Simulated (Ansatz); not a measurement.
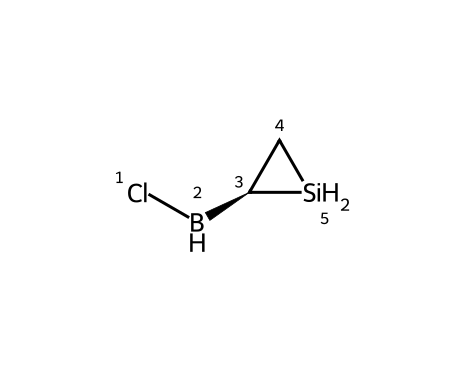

Skeletal drawing with numbered atoms; wedges and dashes mark any stereocentres. The configuration is that of a computed structure (PBE0-D4/def2-TZVP).

Give the R/S and E/Z labels.

C3: S.

Give a SMILES with the stereochemistry.

ClB[C@H]1C[SiH2]1
